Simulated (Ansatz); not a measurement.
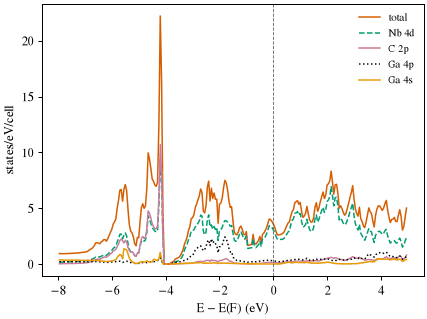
*Total and projected density of states of Nb₂GaC in space group P6_3/mmc (No. 194; Nb on 4f, Ga on 2d, C on 2a), the program Ansatz at the r²SCAN level (PAW)*

Q: Which orbitals carry the states next to the Fermi level?

A: Within 0.5 eV of the Fermi level: Nb 4d 83 %, Ga 4p 9 %. Projections are on Löwdin-orthogonalised atomic valence shells; empty p or d shells of many metals are not among them.

Q: Where is the tallest occupied peak in this window, and what makes it?

A: Near -4.2 eV, about 22 states/eV per cell; the largest projected share is C 2p.

The workflow started from a Materials Project entry (that database holds measured and hypothetical structures alike); the Crystallography Open Database copy checked does not list it. Whether it is the stable phase at ambient conditions was not checked. The cell was relaxed with r²SCAN under the symmetry of its start; of distortions, only those at the zone centre were tested. No spin polarisation was allowed. Scalar-relativistic: spin–orbit coupling is off unless named, which matters more the heavier the elements.

Potentials: the later of the program's two PAW sets.
